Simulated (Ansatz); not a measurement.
## Ligand exchange: GeH3Br + C4H11NSi → GeH3(NH2) + C4H9BrSi

Species: GeH3Br `[GeH3][Br]`, singlet; C4H11NSi `C=C[SiH](N)CC`, singlet; GeH3(NH2), singlet; C4H9BrSi `C=C[SiH](Br)CC`, singlet. The partners trade Br for NH2: Ge–Br and Si–NH2 bonds give way to Ge–NH2 and Si–Br.

Shapes, held fixed at every level: PBE0-D4/def2-TZVP. Flexible molecules stand in one conformer, not always the lowest. Programs: Ansatz 0.2.0. Electronic energies: no zero-point or thermal term.

```csv
level,kind,ΔE (kJ/mol)
HF/def2-SVP,Hartree–Fock,+37.5
r2SCAN-D4/def2-TZVPP,meta-GGA,+30.8
BHLYP-D4/def2-TZVPP,global hybrid,+35.8
wB97M-V/def2-TZVPP,range-separated hybrid,+31.8
B2PLYP/def2-TZVPP,double hybrid,+31.9
CCSD(T)/def2-SVP,coupled cluster or CI,+25.5
CCSD/def2-SVP,coupled cluster or CI,+27.3
MP2/def2-TZVPP,perturbation theory,+24.5
```

MP2/def2-TZVPP gives ΔE = +24.5 kJ/mol; the levels span +24.5 to +37.5. The median of the levels is +31.3. No measured value is set beside it here. Relativity is left out for Br, Ge unless named. Correlated rows may include outer-core shells of Br, Ge, which these sets cover unevenly.

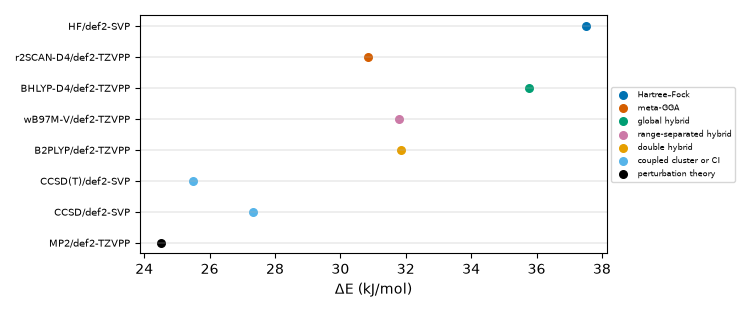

The values of the table, level by level.
